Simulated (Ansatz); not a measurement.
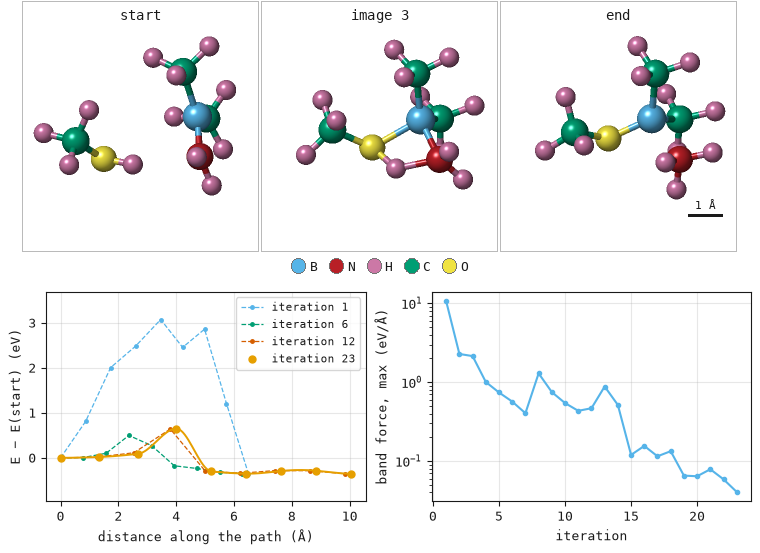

A search for the minimum-energy path of C₃H₁₂BNO by the nudged elastic band. Images are numbered from 0 (start) to 8 (end). The plot follows the band through its iterations. The picture is a ball-and-stick view, seen at a tilt.

These are results of RKS B3LYP-D4/6-31G* in Ansatz, not measurements. Run with 7 movable images; climbing image; force threshold 0.05 eV/Å; iteration limit 60; starting path through a guess of the saddle point.

**Judge this run.**

The run is converged, with reservations. The band converged in 23 iterations. The largest component of the band force went from 11 to 0.041 eV/Å. The climbing image converged on the top of the path. Its vibrational analysis gives one imaginary mode (1202i cm⁻¹), as a transition state must have. The first iteration put the highest image at 3.07 eV. The highest point, image 3, lies 0.65 eV above the start and 1.00 eV above the end; the end is at −0.35 eV relative to the start. The profile has 2 maxima (images 3, 7) with a dip at image 5 (−0.35 eV), so the process runs in steps.

The run took 9.4 min on 4 threads of Intel(R) Xeon(R) Platinum 8259CL CPU @ 2.50GHz (Skylake/Cascade Lake), with other jobs on the host, peak memory 0.36 GiB.
